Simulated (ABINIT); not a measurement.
# A GW chain in ABINIT: NaLiICl (P4/mmm)

How does a plane-wave GW calculation on NaLiICl (P4/mmm) run from the first input to the gap?

Main program and level: ABINIT 10.8.3; PBEsol and many-body steps on it, plane waves.

### Step 1. Starting point

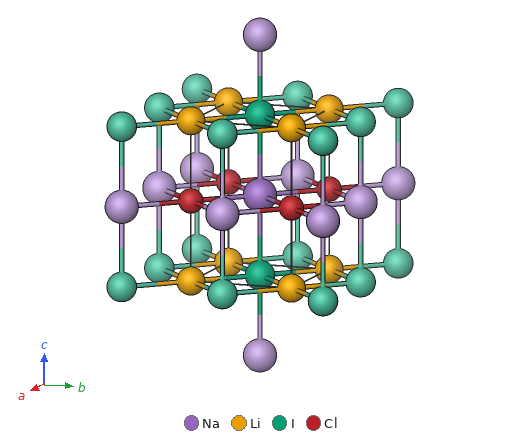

Start, viewed slightly off an axis; sodium purple, lithium orange, iodine teal, chlorine red. Some periodic images of atoms are drawn too.

The cell and positions are those that the Materials Project relaxed with its own functionals (PBE, PBE+U or r2SCAN), kept fixed.

### Step 2. Ground state

This step: ABINIT 10.8.3; DFT, PBEsol with spin-orbit coupling, plane waves, norm-conserving pseudopotentials.

The ground-state density comes first.

run.abi reads:

```
acell 3*1.0 Angstrom
rprim 
  4.091636000000 0.000000000000 0.000000000000
  0.000000000000 4.091636000000 0.000000000000
  0.000000000000 0.000000000000 6.215344000000
ntypat 4
znucl 11 3 53 17
natom 4
typat 1 2 3 4
xred 
  0.500000000000 0.500000000000 0.500000000000
  0.000000000000 0.000000000000 0.000000000000
  0.500000000000 0.500000000000 0.000000000000
  0.000000000000 0.000000000000 0.500000000000
pp_dirpath "pseudos"
pseudos "Na.upf, Li.upf, I.upf, Cl.upf"
ecut 38
nspinor 2
ngkpt 4 4 4
nshiftk 1
shiftk 0 0 0
kptopt 1
chksymbreak 0
nband 38
occopt 1
tolvrs 1e-10
nstep 60
prtwf 0
optforces 0
optstress 0
indata_prefix "in"
outdata_prefix "out"
tmpdata_prefix "tmp"
```

Launch:

```
> OMP_NUM_THREADS=1 mpirun -n 4 abinit run.abi > log
```

Numbers of over 12 decimals in the logs are rounded to 6 here.

What it wrote:

```text
.Version 10.8.3 of ABINIT. v10.8.2 released Aug 2026.

 Symmetries : space group P4/m m m (#123); Bravais tP (primitive tetrag.)
================================================================================
 Values of the parameters that define the memory need of the present run
     intxc =       0    ionmov =       0      iscf =       7    lmnmax =      18
     lnmax =      18     mgfft =      72  mpssoang =       5    mqgrid =    3260
     natom =       4  nloc_mem =       1    nspden =       1   nspinor =       2
    nsppol =       1      nsym =      16    n1xccc =    2501    ntypat =       4
    occopt =       1   xclevel =       2
-    mband =          38        mffmem =           1         mkmem =           5
       mpw =        7876          nfft =      145800          nkpt =          18
================================================================================
  Rough estimation (10% accuracy) of disk space for files :
================================================================================

--------------------------------------------------------------------------------
------------- Echo of variables that govern the present computation ------------
--------------------------------------------------------------------------------
 -outvars: echo values of preprocessed input variables --------
            acell      1.8897261259E+00  1.8897261259E+00  1.8897261259E+00 Bohr

      chksymbreak           0
             ecut      3.80000000E+01 Hartree
-          fftalg         312

              ixc     -116133
              kpt      0.00000000E+00  0.00000000E+00  0.00000000E+00
                       2.50000000E-01  0.00000000E+00  0.00000000E+00
                       5.00000000E-01  0.00000000E+00  0.00000000E+00
                       2.50000000E-01  2.50000000E-01  0.00000000E+00
                       5.00000000E-01  2.50000000E-01  0.00000000E+00
                       5.00000000E-01  5.00000000E-01  0.00000000E+00
                       0.00000000E+00  0.00000000E+00  2.50000000E-01
                       2.50000000E-01  0.00000000E+00  2.50000000E-01
                       5.00000000E-01  0.00000000E+00  2.50000000E-01
   [... 7 further rows ...]
                       5.00000000E-01  2.50000000E-01  5.00000000E-01
                       5.00000000E-01  5.00000000E-01  5.00000000E-01
         kptrlatt        4    0    0      0    4    0      0    0    4
          kptrlen      3.09282858E+01
P           mkmem           5
            natom           4
            nband          38
            ngfft          45      45      72
             nkpt          18
          nspinor           2
            nstep          60
             nsym          16
           ntypat           4
              occ      1.000000  1.000000  1.000000  1.000000  1.000000  1.000000
                       1.000000  1.000000  1.000000  1.000000  1.000000  1.000000
                       1.000000  1.000000  1.000000  1.000000  1.000000  1.000000
                       1.000000  1.000000  1.000000  1.000000  1.000000  1.000000
                       1.000000  1.000000  0.000000  0.000000  0.000000  0.000000
                       0.000000  0.000000  0.000000  0.000000  0.000000  0.000000
                       0.000000  0.000000
        optforces           0
        optstress           0
            prtwf           0
            rprim      4.0916360000E+00  0.0000000000E+00  0.0000000000E+00
[...]
spgroup         123

           tolvrs      1.00000000E-10

             xred      5.0000000000E-01  5.0000000000E-01  5.0000000000E-01
[...]
znucl       11.00000    3.00000   53.00000   17.00000

================================================================================

 chkinp: Checking input parameters for consistency.

================================================================================
== DATASET  1 ==================================================================
-   mpi_nproc: 4, omp_nthreads: 1 (-1 if OMP is not activated)

--- !DatasetInfo
iteration_state: {dtset: 1, }
dimensions: {natom: 4, nkpt: 18, mband: 38, nsppol: 1, nspinor: 2, nspden: 1, mpw: 7876, }
cutoff_energies: {ecut:  38.0, pawecutdg:  -1.0, }
electrons: {nelect:   2.60000000E+01, charge:   0.00000000E+00, occopt:   1.00000000E+00, tsmear:   1.00000000E-02, }

 Real(R)+Recip(G) space primitive vectors, cartesian coordinates (Bohr,Bohr^-1):
 R(1)=  7.7320714  0.0000000  0.0000000  G(1)=  0.1293314  0.0000000  0.0000000
 R(2)=  0.0000000  7.7320714  0.0000000  G(2)=  0.0000000  0.1293314  0.0000000
 R(3)=  0.0000000  0.0000000 11.7452979  G(3)=  0.0000000  0.0000000  0.0851405
 Unit cell volume ucvol=  7.0219180E+02 bohr^3
 Angles (23,13,12)=  9.00000000E+01  9.00000000E+01  9.00000000E+01 degrees

 getcut: wavevector=  0.0000  0.0000  0.0000  ngfft=  45  45  72
         ecut(hartree)=     38.000   => boxcut(ratio)=   2.05069

--- Pseudopotential description ------------------------------------------------
- Na Generated using ONCVPSP code by D. R. Hamann
- 11.00000   9.00000  180509                  znucl, zion, pspdat
12 -116133 1 -1 2016                          pspcod,pspxc,lmax,lloc,mmax
     nproj     2     2     0     0
     spin-orbit psp
        nprojso     3     0     0
  pspatm : epsatm=    9.33086523
         --- l  ekb(1:nproj) -->
[...]
12 -116133 2 -1 1210                          pspcod,pspxc,lmax,lloc,mmax
     nproj     2     4     4     0
     spin-orbit psp
        nprojso     4     4     0
  pspatm : epsatm=   18.13292851
         --- l  ekb(1:nproj) -->
[...]
1    4.049696    0.759630    0.008283    0.000022
             2    4.195355    0.725136    0.003540    0.000041
  spin-orbit 1   -0.423511    0.212177    0.050604   -0.000498
  spin-orbit 2    0.305102   -0.042863    0.013963   -0.001077
 pspatm: atomic psp has been read  and splines computed

- Cl Generated using ONCVPSP code by D. R. Hamann
- 17.00000   7.00000  180509                  znucl, zion, pspdat
12 -116133 2 -1 1028                          pspcod,pspxc,lmax,lloc,mmax
     nproj     2     3     2     0
     spin-orbit psp
        nprojso     3     4     0
  pspatm : epsatm=    8.95913554
         --- l  ekb(1:nproj) -->
[...]
1    3.872198    1.116595    0.000463
[...]
spin-orbit 1    0.132620   -0.035144    0.012922
  spin-orbit 2    0.001679    0.000424   -0.000140   -0.000029
 pspatm: atomic psp has been read  and splines computed

   1.01483082E+03                                ecore*ucvol(ha*bohr**3)
--------------------------------------------------------------------------------

_setup2: Arith. and geom. avg. npw (full set) are    7853.422    7853.403

================================================================================

--- !BeginCycle
iteration_state: {dtset: 1, }
solver: {iscf: 7, nstep: 60, nline: 4, wfoptalg: 0, }
tolerances: {tolvrs: 1.00E-10, }

     iter   Etot(hartree)      deltaE(h)  residm     vres2
 ETOT  1  -82.249027482578    -8.225E+01 1.296E-01 1.293E+02
 ETOT  2  -82.313084611646    -6.406E-02 3.597E-03 1.090E+01
 ETOT  3  -82.315161745298    -2.077E-03 1.701E-03 3.774E+00
 ETOT  4  -82.315270826147    -1.091E-04 1.530E-03 6.992E-01
 ETOT  5  -82.315283093322    -1.227E-05 1.696E-03 1.047E-01
 ETOT  6  -82.315285209488    -2.116E-06 4.187E-04 1.969E-02
 ETOT  7  -82.315285733602    -5.241E-07 5.582E-04 1.568E-03
 ETOT  8  -82.315285784996    -5.139E-08 6.173E-04 6.667E-06
 ETOT  9  -82.315285785307    -3.112E-10 3.993E-04 2.066E-07
 ETOT 10  -82.315285785325    -1.756E-11 6.182E-04 6.303E-09
 ETOT 11  -82.315285785324     1.009E-12 2.688E-04 2.182E-10
 ETOT 12  -82.315285785324     1.421E-14 3.424E-04 3.705E-12

 At SCF step   12       vres2   =  3.71E-12 < tolvrs=  1.00E-10 =>converged.

--- !ResultsGS
iteration_state: {dtset: 1, }
comment   : Summary of ground state results
lattice_vectors:
- [  7.7320714,   0.0000000,   0.0000000, ]
- [  0.0000000,   7.7320714,   0.0000000, ]
- [  0.0000000,   0.0000000,  11.7452979, ]
lattice_lengths: [   7.73207,    7.73207,   11.74530, ]
lattice_angles: [ 90.000,  90.000,  90.000, ] # degrees, (23, 13, 12)
lattice_volume:   7.0219180E+02
convergence: {deltae:  1.421E-14, res2:  3.705E-12, residm:  3.424E-04, diffor:  0.000E+00, }
etotal    :  -8.23152858E+01
entropy   :   0.00000000E+00
fermie    :   1.25464168E-02
cartesian_stress_tensor: null
pressure_GPa: null
xred      :
- [  5.0000E-01,   5.0000E-01,   5.0000E-01, Na]
- [  0.0000E+00,   0.0000E+00,   0.0000E+00, Li]
- [  5.0000E-01,   5.0000E-01,   0.0000E+00,  I]
- [  0.0000E+00,   0.0000E+00,   5.0000E-01, Cl]
cartesian_forces: null
force_length_stats: {min: null, max: null, mean: null, }

 Integrated electronic density in atomic spheres:
 ------------------------------------------------
 Atom  Sphere_radius  Integrated_density
[...]
4        2.00000          5.04928119
================================================================================

 ----iterations are completed or convergence reached----

 Mean square residual over all n,k,spin=   11.375E-07; max=  34.236E-05
 reduced coordinates (array xred) for    4 atoms
       0.500000000000      0.500000000000      0.500000000000
       0.000000000000      0.000000000000      0.000000000000
       0.500000000000      0.500000000000      0.000000000000
       0.000000000000      0.000000000000      0.500000000000
 rms dE/dt=  0.0000E+00; max dE/dt=  0.0000E+00; dE/dt below (all hartree)
    1       0.000000000000      0.000000000000      0.000000000000
    2       0.000000000000      0.000000000000      0.000000000000
    3       0.000000000000      0.000000000000      0.000000000000
    4       0.000000000000      0.000000000000      0.000000000000

 cartesian coordinates (angstrom) at end:
    1      2.045818     2.045818     3.107672
    2      0.000000     0.000000     0.000000
    3      2.045818     2.045818     0.000000
    4      0.000000     0.000000     3.107672
 length scales=  1.889726125908  1.889726125908  1.889726125908 bohr
              =  1.000000000000  1.000000000000  1.000000000000 angstroms
 prteigrs : about to open file out_EIG
 Fermi (or HOMO) energy (hartree) =   0.01255   Average Vxc (hartree)=  -0.29878
 Eigenvalues (hartree) for nkpt=  18  k points:
 kpt#   1, nband= 38, wtk=  0.01563, kpt=  0.0000  0.0000  0.0000 (reduced coord)
  -1.81797   -1.81797   -1.62880   -1.62880   -0.79672   -0.79672   -0.79053   -0.79053
  -0.78950   -0.78950   -0.47021   -0.47021   -0.40742   -0.40742   -0.08438   -0.08438
  -0.03772   -0.03772   -0.03047   -0.03047   -0.02023   -0.02023    0.00462    0.00462
   0.00772    0.00772    0.15594    0.15594    0.20521    0.20521    0.23588    0.23588
   0.33635    0.33635    0.34249    0.34249    0.35056    0.35113
 prteigrs : prtvol=0 or 1, do not print more k-points.

--- !EnergyTerms
iteration_state     : {dtset: 1, }
comment             : Components of total free energy in Hartree
kinetic             :  4.16897810750064E+01
hartree             :  2.65625382710460E+01
xc                  : -1.68362623796311E+01
Ewald energy        : -4.45910483819488E+01
psp_core            :  1.44523307649665E+00
local_psp           : -7.54778264233957E+01
non_local_psp       : -1.51077010228970E+01
total_energy        : -8.23152857853235E+01
total_energy_eV     : -2.23991303545275E+03
band_energy         : -1.38871446817913E+01

== END DATASET(S) ==============================================================
================================================================================

 -outvars: echo values of variables after computation  --------
           etotal     -8.2315285785E+01
            nband          38
             nkpt          18
          spgroup         123
 [... the other variables as echoed above ...]

 Calculation completed.
```

Wall time 7.1 min (4 MPI ranks of AMD EPYC 7571, shared host); peak memory 0.62 GiB; 28 min of CPU time.

Numbers from this step:

```
total energy               : -2239.9130 eV
gap                        : 3.902 eV
k of the valence top       : 0.5, 0, 0.5
k of the conduction bottom : 0, 0, 0
least direct gap           : 4.033 eV
```

The gap is indirect, with the least direct gap 0.13 eV higher.

(Continued in part 2 of 3.)

[Paths, hosts, dates, memory and timing lines, banners, echoed tables and standing remarks are left out of the program output.]

[Logs are printed without paths, hosts, clocks, repeated set-up lines and the standing remarks that a program may print on its own settings, such as how far it seeks lower states.]

[Runs of the session that timed out or met a known fault of the program may be left out.]

[Hosts, paths, dates, database ids (printed as entryN), source tags and the programs' standing remarks are cut or masked in the printed files.]

[G0W0 gaps are taken among the corrected bands and points alone; a level outside them can change the order at an edge.]

[Where Ansatz stands beside ABINIT at settings called matched, ABINIT's density can come from a denser mesh and the files from another edition; pairs whose starting gaps differed by over 0.03 eV were left out, so agreement reads better than it is.]
